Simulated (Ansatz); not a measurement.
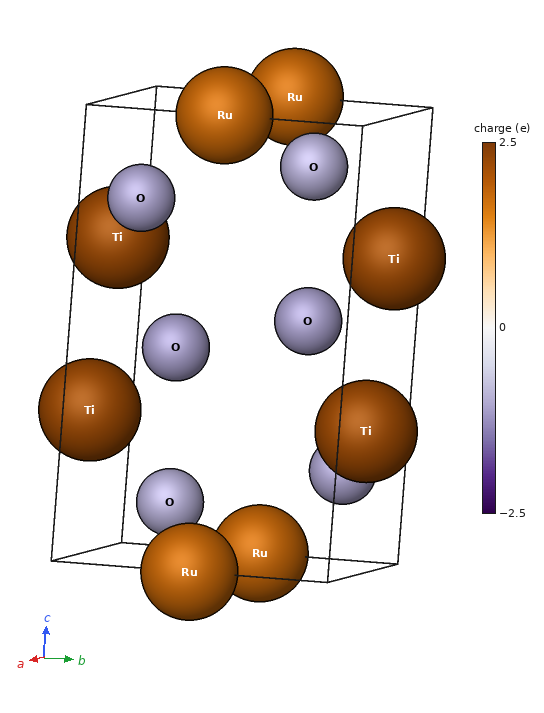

View slightly off an axis, drawn as a spheres-only model. The lines enclose the cell (the run's own, in a reduced setting); boundary atoms appear with their images. The atoms of this Ti$_{2}$RuO$_{6}$ cell are coloured by their Bader charge.

Electronic-structure method: Ansatz, DFT PBE, scalar-relativistic, plane waves, PAW. Parameters: a 420 eV plane-wave basis, k-points about 0.18 Å⁻¹ apart, Gaussian smearing of 0.1 eV, collinear spins. The state is ferromagnetic.

Q: Describe the charge distribution among the elements.

A: Most positive: Ti; most negative: O. Charges: about Ti +2.2 e; Ru +1.8 e; O -1.1 to -1.0 e.

Its origin is a structure type filled with these elements by a generator (whether the compound takes this form wasn't checked). Earlier steps of the study may have refined or changed the cell and positions. An electronic-structure calculation with Ansatz was run on it.
